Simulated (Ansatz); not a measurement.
# Elastic response of H2C4SCl2O2 (C2/c) (176 atoms)

How stiff is H2C4SCl2O2 (C2/c) (176 atoms), and how do its levels respond to strain?

Calculated with Ansatz 0.2.0; Kohn-Sham DFT, PBE+D3(BJ), PAW (set soft_2), plane waves.

## 1. Starting point

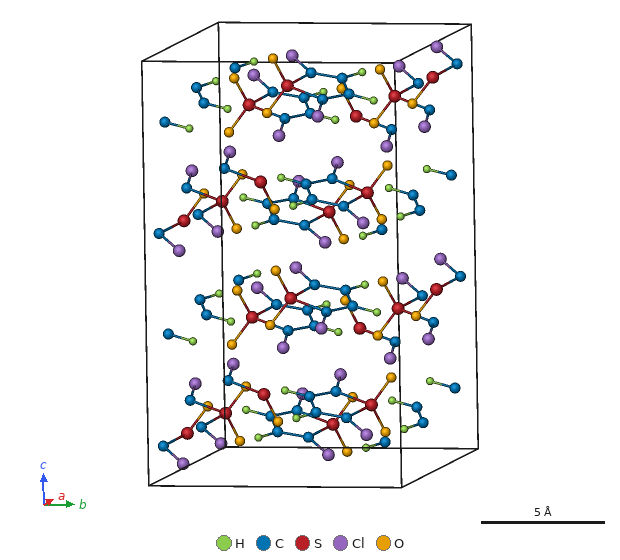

Start, viewed slightly off an axis; hydrogen green, carbon blue, sulfur red, chlorine purple, oxygen orange. Some periodic images of atoms are drawn too.

The cell holds 176 atoms: 32 H, 64 C, 16 S, 32 Cl and 32 O. Cell: a = 15.176 Å, b = 10.584 Å, c = 17.490 Å, α = 90.0°, β = 90.3°, γ = 90.0°. It derives from H2C4SCl2O2 (C2/c), repeated 2×1×2. H2C4SCl2O2, space group C2/c, structure from the Crystallography Open Database, 2 x 1 x 2 conventional cells; every coordinate displaced by a Gaussian of 0.01 Å; bonds to H set to neutron lengths (C-H 1.089, N-H 1.015, O-H 0.983, B-H 1.19 Å) where the listed ones are shorter.

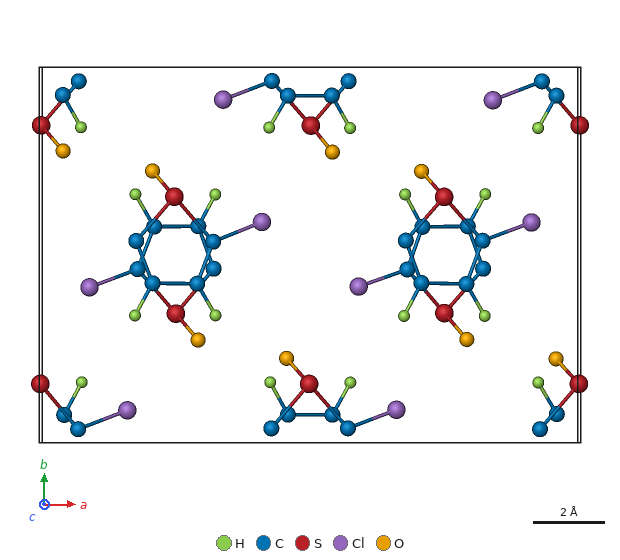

A slice 6 Å thick through the middle of the cell.

Limits known from the start: Only the Γ point is sampled.

## 2. Single point at the start

A single point comes first, to see the forces before anything moves.

input.yaml

```yaml
crystal:
  lattice:
    - [15.176, 0.0, 0.0]
    - [0.0, 10.584, 0.0]
    - [-0.08395, 0.0, 17.4898]
  atoms:
    - { symbol: H, position: [0.32452, 0.33788, 0.08523] }
    - { symbol: H, position: [0.17572, 0.33667, 0.16435] }
    - { symbol: H, position: [0.07569, 0.83884, 0.08626] }
    - { symbol: H, position: [0.42519, 0.83832, 0.16532] }
    - { symbol: H, position: [0.17544, 0.66174, 0.41392] }
    - { symbol: H, position: [0.3233, 0.66111, 0.33537] }
    - { symbol: H, position: [0.42581, 0.16117, 0.41446] }
    - { symbol: H, position: [0.07538, 0.16123, 0.33431] }
    - { symbol: C, position: [0.07163, 0.03842, 0.08725] }
    - { symbol: C, position: [0.42964, 0.03842, 0.16234] }
    - { symbol: C, position: [0.32019, 0.53689, 0.0874] }
    - { symbol: C, position: [0.17952, 0.5369, 0.16298] }
    - { symbol: C, position: [0.42891, 0.96341, 0.41254] }
    - { symbol: C, position: [0.06989, 0.96248, 0.33692] }
    - { symbol: C, position: [0.17961, 0.46227, 0.41269] }
    - { symbol: C, position: [0.32031, 0.46344, 0.33812] }
    - { symbol: C, position: [0.04291, 0.92452, 0.103] }
    - { symbol: C, position: [0.45961, 0.92508, 0.14709] }
    - { symbol: C, position: [0.29108, 0.42431, 0.10242] }
    - { symbol: C, position: [0.209, 0.42344, 0.14679] }
    - { symbol: C, position: [0.45867, 0.07489, 0.39678] }
    - { symbol: C, position: [0.04283, 0.0742, 0.35404] }
    - { symbol: C, position: [0.21013, 0.5754, 0.39708] }
    - { symbol: C, position: [0.29192, 0.57662, 0.35272] }
    - { symbol: S, position: [0.24998, 0.65674, 0.12463] }
    - { symbol: S, position: [0.99962, 0.15639, 0.12437] }
    - { symbol: S, position: [0.25039, 0.34375, 0.37543] }
    - { symbol: S, position: [0.0002, 0.84515, 0.37446] }
    - { symbol: Cl, position: [0.16057, 0.08823, 0.03774] }
    - { symbol: Cl, position: [0.33829, 0.08767, 0.21008] }
    - { symbol: Cl, position: [0.41229, 0.58687, 0.03768] }
    - { symbol: Cl, position: [0.08848, 0.58749, 0.21143] }
    [... 138 atom lines left out ...]
    - { symbol: O, position: [0.95739, 0.2234, 0.56459] }
    - { symbol: O, position: [0.54117, 0.22463, 0.685] }
    - { symbol: O, position: [0.79221, 0.2769, 0.93514] }
    - { symbol: O, position: [0.70808, 0.27592, 0.81456] }
    - { symbol: O, position: [0.54207, 0.77605, 0.93444] }
    - { symbol: O, position: [0.95837, 0.775, 0.81565] }
kpoints:
  mp_grid: { grid: [1, 1, 1] }
hamiltonian:
  xc: pbe
  dispersion: d3bj
scf:
  occupations: { method: fixed }
output:
  forces: true
```

On the command line:

```console
$ ansatz run input.yaml --threads 4 --pin off --max-ram 8192MiB --backend cpu --events-out ev --progress --plain --runs-dir out
```

Numbers of over 12 decimals in the logs are rounded to 6 here.

Log:

```text
[...]
Pseudopotentials: kind: paw
Pseudopotential: H, paw, valence charge 1, recommended cutoff 420 eV (normal), H.paw.azcp
Pseudopotential: C, paw, valence charge 4, recommended cutoff 420 eV (normal), C.paw.azcp
Pseudopotential: S, paw, valence charge 6, recommended cutoff 420 eV (normal), S.paw.azcp
Pseudopotential: Cl, paw, valence charge 7, recommended cutoff 420 eV (normal), Cl.paw.azcp
Pseudopotential: O, paw, valence charge 6, recommended cutoff 420 eV (normal), O.paw.azcp
[... 5 lines on functional and potentials left out ...]
Crystal: 176 atoms, lattice volume = 2809.260 Å³
Basis set: ecut = 420 eV, 54887 PW (Γ), exchange–correlation on 216×144×240 points (8 copies of the dense FFT grid, shifted against one another)
Bands: 576, of which v1, the nominal top of the filled ones, is band 400 counted from 1 (399 counted from 0)
Symmetry: 1 space group operations
Space group: P1 (ITA 1), of the structure as read, at distance tolerance 1.4e-4 Å
k-points: 1
[... 11 lines on functional and potentials left out ...]
Initial density: superposition of atomic densities (neutral atoms: chi_scale 0, normalization atom), corrected by the library's trained network
Initial wavefunctions: pseudopotential atomic-orbital guess
[...]
SCF iter   1: F=—  HF=-83665.683477 eV  |F-HF|=—  |Δ(HF+E_count)|=         —  Δρ=6.32e-3  dr2=1.32e0  ethr=1.77e-3  ⟨swp⟩=5.0  Hψ=1999  notcnv=0  defer=161
preconditioner: auto → Resta (q_TF=auto, 2.213 Å⁻¹)  ε∞=3.0  [insulator: Δε(μ)=2.551 eV  Ē_g=13.792 eV  n_scr=520 (ndim 8)  ℏωp=19.4 eV  f_vac=0.176  ε∞_Penn≈3.0]
SCF iter   2: F=—  HF=-83665.303622 eV  |F-HF|=—  |Δ(HF+E_count)|=   3.80e-1  Δρ=3.36e-3  dr2=2.00e-1  ethr=1.64e-4  ⟨swp⟩=2.0  Hψ=826  notcnv=0  defer=174
SCF iter   3: F=—  HF=-83665.321887 eV  |F-HF|=—  |Δ(HF+E_count)|=   1.83e-2  Δρ=1.51e-3  dr2=5.58e-2  ethr=2.50e-5  ⟨swp⟩=3.0  Hψ=820  notcnv=0  defer=124
automatic band count: iteration 3 solves 526 bands in place of 576: the levels show a gap, and the empty bands left out lie too high to hold charge; the band table lists the bands solved (type scf.n_extra_bands for more)
SCF iter   4: F=—  HF=-83665.319714 eV  |F-HF|=—  |Δ(HF+E_count)|=   2.17e-3  Δρ=4.09e-4  dr2=3.75e-3  ethr=6.98e-6  ⟨swp⟩=2.0  Hψ=818  notcnv=0  defer=124
SCF iter   5: F=—  HF=-83665.321085 eV  |F-HF|=—  |Δ(HF+E_count)|=   1.37e-3  Δρ=1.31e-4  dr2=4.39e-4  ethr=4.68e-7  ⟨swp⟩=2.0  Hψ=786  notcnv=0  defer=124
[...]
SCF iter   9: F=—  HF=-83665.323775 eV  |F-HF|=—  |Δ(HF+E_count)|=   9.80e-7  Δρ=3.09e-6  dr2=3.33e-7  ethr=2.59e-10  ⟨swp⟩=2.0  Hψ=807  notcnv=0  defer=110
SCF iter  10: F=-83665.323775 eV  HF=-83665.323775 eV  |F-HF|=2.28e-8  |Δ(HF+E_count)|=   1.70e-7  Δρ=1.12e-6  dr2=4.32e-8  ethr=1.25e-11  ⟨swp⟩=4.0  Hψ=1570  notcnv=0
SCF 1 converged in 10 iterations: F = -83665.323775 eV  dr2 = 4.32e-8
[...]
SCF converged after 10 iterations
Free energy (F): -83665.323775 eV
Harris-Foulkes:  -83665.323775 eV  (|F-HF|=2.28e-8)
Internal energy: -83665.323775 eV  (E = F + TS)
E sigma→0 (E₀):  -83665.323775 eV
Fermi energy:    1.349122 eV
--- Per-component energies (eV) ---
[...]
Σ components = -83665.323775   (vs F -83665.323775, Δ=0.00e0)
--- Forces (eV/Å), atoms counted from 1 ---
  atom   1  H     -0.05152273    -0.00680081    -0.01269366
  atom   2  H      0.13693019     0.08900181    -0.05929687
  atom   3  H      0.13204476    -0.38412201    -0.10393861
  atom   4  H      0.31315256     0.35609872    -0.18680874
[...]
atom 176  O     -1.41080132    -1.52479689    -2.29184117
  max |Σ_I F_I| component: 2.28e-5 eV/Å
```

Elapsed: 39 s, on 4 threads of Arm Neoverse V2, shared host; peak memory 3.7 GiB.

The r.m.s. force at the start is 1.0 eV/Å.

## 3. Cell and atoms relaxed

Cell and atoms are freed together, to release stress as well as forces.

input.yaml

```yaml
crystal:
  lattice:
    - [15.176, 0.0, 0.0]
    - [0.0, 10.584, 0.0]
    - [-0.08395, 0.0, 17.4898]
  atoms:
    [... the 176 atom lines of step 2 ...]
kpoints:
  mp_grid: { grid: [1, 1, 1] }
hamiltonian:
  xc: pbe
  dispersion: d3bj
scf:
  occupations: { method: fixed }
output:
  forces: true
relax:
  f_tol: 0.05
  max_steps: 150
  cell: {}
```

Log:

```text
[...]
Crystal: 176 atoms, lattice volume = 2809.260 Å³
Basis set: ecut = 420 eV, 54887 PW (Γ), exchange–correlation on 216×144×240 points (8 copies of the dense FFT grid, shifted against one another)
Bands: 576, of which v1, the nominal top of the filled ones, is band 400 counted from 1 (399 counted from 0)
Symmetry: 1 space group operations
[...]
k-points: 1
[...]
SCF iter   1: F=—  HF=-83665.683477 eV  |F-HF|=—  |Δ(HF+E_count)|=         —  Δρ=6.32e-3  dr2=1.32e0  ethr=1.77e-3  ⟨swp⟩=5.0  Hψ=1999  notcnv=0  defer=161
[...]
SCF iter  10: F=-83665.323775 eV  HF=-83665.323775 eV  |F-HF|=2.28e-8  |Δ(HF+E_count)|=   1.70e-7  Δρ=1.12e-6  dr2=4.32e-8  ethr=1.25e-11  ⟨swp⟩=4.0  Hψ=1570  notcnv=0
SCF 1 converged in 10 iterations: F = -83665.323775 eV  dr2 = 4.32e-8
[...]
relax step   1: F+E_penalty+E_count = -83665.32377527 eV  Δ(F+E_penalty+E_count) = +0.000e0 eV  max|allowed force component| = 4.740e0 eV/Å  Δτ_max = 0.0000 Å  P = +3.792 GPa  Ω = 2809.260 Å³  (10 SCF iters, dr2 threshold 1.00e-7 eV, accepted)
[... from here on, the SCF cycles and remarks between the steps are left out ...]
relax step   2: F+E_penalty+E_count = -83668.00166136 eV  Δ(F+E_penalty+E_count) = -2.678e0 eV  max|allowed force component| = 1.447e0 eV/Å  Δτ_max = 0.1110 Å  P = +2.043 GPa  Ω = 2645.556 Å³  energy of the carried Pulay correction = +3.042e-1 eV  (8 SCF iters, dr2 threshold 1.76e-5 eV, accepted)
relax step   3: F+E_penalty+E_count = -83668.49429730 eV  Δ(F+E_penalty+E_count) = -4.926e-1 eV  max|allowed force component| = 6.047e-1 eV/Å  Δτ_max = 0.0938 Å  P = +0.111 GPa  Ω = 2755.671 Å³  energy of the carried Pulay correction = +9.762e-2 eV  (8 SCF iters, dr2 threshold 1.76e-5 eV, accepted)
relax step   4: F+E_penalty+E_count = -83668.64598709 eV  Δ(F+E_penalty+E_count) = -1.517e-1 eV  max|allowed force component| = 2.769e-1 eV/Å  Δτ_max = 0.0412 Å  P = -0.079 GPa  Ω = 2735.833 Å³  energy of the carried Pulay correction = +1.342e-1 eV  (6 SCF iters, dr2 threshold 1.76e-5 eV, accepted)
relax step   5: F+E_penalty+E_count = -83668.69503416 eV  Δ(F+E_penalty+E_count) = -4.905e-2 eV  max|allowed force component| = 1.402e-1 eV/Å  Δτ_max = 0.0365 Å  P = -0.058 GPa  Ω = 2727.356 Å³  energy of the carried Pulay correction = +1.500e-1 eV  (7 SCF iters, dr2 threshold 4.79e-6 eV, accepted)
relax step   6: F+E_penalty+E_count = -83668.70196491 eV  Δ(F+E_penalty+E_count) = -6.931e-3 eV  max|allowed force component| = 6.646e-3 eV/Å  Δτ_max = 0.0249 Å  P = -0.011 GPa  Ω = 2729.940 Å³  energy of the carried Pulay correction = +1.452e-1 eV  (8 SCF iters, dr2 threshold 1.23e-6 eV, accepted)
relax step   7: F+E_penalty+E_count = -83668.59826201 eV  Δ(F+E_penalty+E_count) = +1.037e-1 eV  max|allowed force component| = 6.676e-3 eV/Å  Δτ_max = 0.0000 Å  P = -0.074 GPa  Ω = 2729.940 Å³  stress off target by 1.14e-1 GPa  SCF on the basis re-selected at this cell (its energy is not comparable with the rows above)  (7 SCF iters)
relax step   8: F+E_penalty+E_count = -83668.65725099 eV  Δ(F+E_penalty+E_count) = -5.899e-2 eV  max|allowed force component| = 6.466e-3 eV/Å  Δτ_max = 0.0256 Å  P = +0.008 GPa  Ω = 2703.382 Å³  energy of the carried Pulay correction = +4.583e-2 eV  (9 SCF iters, dr2 threshold 3.22e-8 eV, accepted)
relax step   9: F+E_penalty+E_count = -83668.61605870 eV  Δ(F+E_penalty+E_count) = +4.119e-2 eV  max|allowed force component| = 6.446e-3 eV/Å  Δτ_max = 0.0000 Å  P = -0.005 GPa  Ω = 2703.382 Å³  stress off target by 4.86e-2 GPa  SCF on the basis re-selected at this cell (its energy is not comparable with the rows above)  (5 SCF iters)
[...]
SCF converged after 5 iterations
Free energy (F): -83668.616059 eV
[...]
Internal energy: -83668.616059 eV  (E = F + TS)
E sigma→0 (E₀):  -83668.616059 eV
Fermi energy:    1.810588 eV
[...]
--- Forces (eV/Å), atoms counted from 1 ---
  atom   1  H     -0.00087649    -0.00320504     0.00130166
  atom   2  H      0.00016180    -0.00356405    -0.00047889
  atom   3  H     -0.00108919    -0.00312635     0.00069667
  atom   4  H      0.00108150    -0.00329107    -0.00063308
  atom   5  H      0.00102616     0.00331171    -0.00082906
  atom   6  H     -0.00075523     0.00299526     0.00065456
  atom   7  H      0.00086283     0.00335044    -0.00073783
  atom   8  H     -0.00057448     0.00338933     0.00049460
  atom   9  C      0.00016155    -0.00329240     0.00182865
  atom  10  C     -0.00002041    -0.00347112    -0.00146439
  atom  11  C     -0.00004446    -0.00362251     0.00169024
  atom  12  C     -0.00007856    -0.00301501    -0.00147386
  atom  13  C      0.00017522     0.00303299    -0.00179984
  atom  14  C     -0.00012905     0.00368535     0.00126893
[...]
atom 175  O      0.00334964     0.00212247     0.00016105
  atom 176  O     -0.00348648     0.00219875     0.00013410
  max |Σ_I F_I| component: 6.36e-6 eV/Å
--- Stress (GPa, compression-positive) ---
        0.037025       0.000189      -0.006137
        0.000189      -0.003586      -0.000256
       -0.006138      -0.000256      -0.048200
  P = ⅓ Tr σ = -0.0049 GPa (-0.049 kbar)
--- Relaxed structure (7 steps of the walk, 7 accepted, 2 SCFs on fresh bases) ---
  F+E_penalty+E_count = -83668.61605870 eV   max|allowed force component| = 6.446e-3 eV/Å   (the final SCF, on the basis selected at the relaxed cell)
  cell:  # Å, volume = 2703.3822 Å³
    - [15.394608, 0.000706738, -0.114428]
    - [0.000492891, 10.295532, 0.000851735]
    - [-0.217033, 0.00140356, 17.058117]
  atoms:
    - { symbol: H, position: [0.323812, 0.333476, 0.086485] }
    - { symbol: H, position: [0.176946, 0.333189, 0.163348] }
    - { symbol: H, position: [0.073740, 0.833595, 0.086462] }
    - { symbol: H, position: [0.426288, 0.833496, 0.163477] }
[...]
- { symbol: O, position: [0.958302, 0.764282, 0.811392] }
```

It took 5.3 min on 4 threads; peak memory 3.7 GiB.

The relaxation converged after 7 steps, with a largest force component of 0.0064 eV/Å.

## 4. Single point at the relaxed geometry

The electronic structure is read at the final geometry, in a run of its own.

input.yaml

```yaml
crystal:
  lattice:
    - [15.39461, 0.00071, -0.11443]
    - [0.00049, 10.29553, 0.00085]
    - [-0.21703, 0.0014, 17.05812]
  atoms:
    - { symbol: H, position: [0.32381, 0.33348, 0.08648] }
    - { symbol: H, position: [0.17695, 0.33319, 0.16335] }
    - { symbol: H, position: [0.07374, 0.8336, 0.08646] }
    - { symbol: H, position: [0.42629, 0.8335, 0.16348] }
    - { symbol: H, position: [0.17655, 0.66672, 0.41343] }
    - { symbol: H, position: [0.32346, 0.66679, 0.33663] }
    [... 164 atom lines left out ...]
    - { symbol: O, position: [0.95828, 0.23588, 0.56138] }
    - { symbol: O, position: [0.54174, 0.23583, 0.68869] }
    - { symbol: O, position: [0.79175, 0.26404, 0.93869] }
    - { symbol: O, position: [0.70845, 0.26404, 0.8114] }
    - { symbol: O, position: [0.5417, 0.76411, 0.93863] }
    - { symbol: O, position: [0.9583, 0.76428, 0.81139] }
kpoints:
  mp_grid: { grid: [1, 1, 1] }
hamiltonian:
  xc: pbe
  dispersion: d3bj
scf:
  occupations: { method: fixed }
output:
  forces: true
  stress: true
  populations: intrinsic
  dos:
    method: { smearing: { sigma: 0.15 } }
    de: 0.1
    projected: { site_lists: { C: [C], Cl: [Cl], H: [H], O: [O], S: [S] } }
  eigenvalues: true
  write_density: true
  write_potential: true
  volumetric_format: npy
```

Log:

```text
[...]
Crystal: 176 atoms, lattice volume = 2703.382 Å³
Basis set: ecut = 420 eV, 52845 PW (Γ), exchange–correlation on 216×144×240 points (8 copies of the dense FFT grid, shifted against one another)
Bands: 576, of which v1, the nominal top of the filled ones, is band 400 counted from 1 (399 counted from 0)
Symmetry: 1 space group operations
[...]
k-points: 1
[...]
SCF iter   1: F=—  HF=-83668.979379 eV  |F-HF|=—  |Δ(HF+E_count)|=         —  Δρ=6.51e-3  dr2=1.30e0  ethr=1.77e-3  ⟨swp⟩=5.0  Hψ=2248  notcnv=0  defer=161
[...]
SCF iter   9: F=-83668.616042 eV  HF=-83668.616042 eV  |F-HF|=6.09e-8  |Δ(HF+E_count)|=   5.76e-7  Δρ=1.70e-6  dr2=8.69e-8  ethr=1.25e-11  ⟨swp⟩=20.0  Hψ=5925  notcnv=0
SCF 1 converged in 9 iterations: F = -83668.616042 eV  dr2 = 8.69e-8
[...]
SCF converged after 9 iterations
Free energy (F): -83668.616042 eV
[...]
Internal energy: -83668.616042 eV  (E = F + TS)
E sigma→0 (E₀):  -83668.616042 eV
Fermi energy:    1.810673 eV
[...]
--- Forces (eV/Å), atoms counted from 1 ---
  atom   1  H     -0.00026277    -0.00477621     0.00147241
  atom   2  H     -0.00052424    -0.00341523    -0.00053954
  atom   3  H     -0.00148138    -0.00239869     0.00100089
  atom   4  H      0.00058972    -0.00368120    -0.00050519
  atom   5  H      0.00033851     0.00520263    -0.00058048
  atom   6  H     -0.00158785     0.00139539     0.00148434
  atom   7  H      0.00163877     0.00240875    -0.00110737
  atom   8  H      0.00000648     0.00394522     0.00046320
  atom   9  C      0.00063980    -0.00357993     0.00144751
  atom  10  C     -0.00212890    -0.00010837    -0.00013176
  atom  11  C      0.00202701    -0.00440885     0.00142301
  atom  12  C     -0.00230946    -0.00262804    -0.00088153
  atom  13  C      0.00204363     0.00130651    -0.00338185
  atom  14  C      0.00134630     0.00368294     0.00026438
[...]
atom 175  O      0.00255676     0.00239869     0.00009998
  atom 176  O     -0.00286234     0.00189017     0.00022573
  max |Σ_I F_I| component: 2.71e-4 eV/Å
--- Stress (GPa, compression-positive) ---
        0.037403      -0.000090      -0.006728
       -0.000090      -0.003142      -0.001159
       -0.006728      -0.001159      -0.048466
  P = ⅓ Tr σ = -0.0047 GPa (-0.047 kbar)
--- Band table (eV) ---
[...]
--- intrinsic populations: 176 sites ---
  site symbol       q [e]
     0      H      0.7771
     1      H      0.7772
     2      H      0.7771
[...]
175      O      6.8607
  spilling = -0.000000 (of n_electrons = 800.000000)
```

Elapsed: 74 s, on 4 threads; peak memory 4.1 GiB; 4.8 min of CPU time.

Read from the output:

```yaml
free_energy: -83668.6160 eV
free_energy_per_atom: -475.3899 eV/atom
scf_cycles: 9
pressure: -0.004735 GPa
r_m_s_force_component: 0.00345 eV/Å
longest_force: 0.01182 eV/Å
fermi_energy: 1.811 eV
spacing_of_highest_filled_and_lowest_empty_level: 2.202 eV
```

(Continued in part 2 of 3.)

[Logs are printed without paths, hosts, clocks, repeated set-up lines and the standing remarks that a program may print on its own settings, such as how far it seeks lower states.]

[Hosts, paths, dates, database ids (printed as entryN), source tags and the programs' standing remarks are cut or masked in the printed files.]
